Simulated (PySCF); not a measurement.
**Single-point calculation, with input and output: SiH$_{3}$**

- system: SiH$_{3}$, multiplicity 2
- method: PBE0/6-31G*, UKS (PySCF 2.14.0)

The geometry was optimised with PBE0-D4/def2-TZVP.

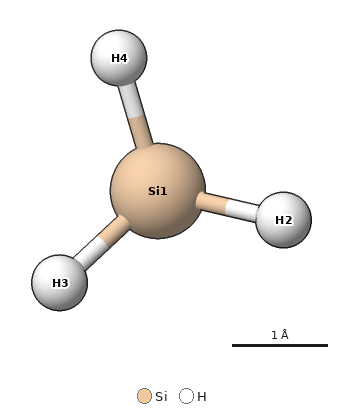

*The input geometry (ball-and-stick view, seen on its broad side; atoms are numbered from 1 in the order of the input).*

Input file (input.py):
```python
from pyscf import gto, dft

mol = gto.M(
    atom='start.xyz',
    spin=1,
    max_memory=1860,
    charge=0,
    basis='6-31g*',
    verbose=3,
)

ks = dft.UKS(mol)
ks.xc = 'pbe0'
ks.conv_tol = 1e-10
ks.grids.level = 5
ks.kernel()
if not ks.converged:
    ks = ks.newton().run(ks.mo_coeff, ks.mo_occ)

etot = ks.e_tot
print('Final energy', etot)
```

File start.xyz:
```
4

Si     1.023451    -0.980427     0.771460
H      0.395695    -2.054424    -0.041342
H      0.868760    -1.246063     2.225332
H      2.452324    -0.795917     0.407468
```

Command:
```bash
OMP_NUM_THREADS=1 python input.py
```

Output:
```
[file] SyntaxWarning: invalid escape sequence '\W'
  S = {(paw_set(r)[0], bool(re.search(r"spin_orbit\W+true|paw_fr", str((r.get("files") or {}).get("input") or "")) or re.search("(?i)spin.orbit\W+(value\W+)?(true|yes)|value\W+spin-orbit", json.dumps(r.get("inputs"), default=str)))) for r in records}

WARN: HOMO -0.171711523622782 >= LUMO -0.171711523622782

converged SCF energy = -291.079129498877  <S^2> = 0.75225364  2S+1 = 2.0022524
Final energy -291.0791294988773
```

Key numbers:

| quantity | value |
| --- | --- |
| outcome | converged |
| total energy | −291.079129 hartree |
| basis functions | 24 |
| ⟨S²⟩ | 0.752 |
| dipole moment | 0.01 D |
| hardware | 1 thread of AMD EPYC (Zen 3), 32 GiB of memory available, shared host |
| wall time | 5.4 s |
| peak memory | 0.19 GiB |
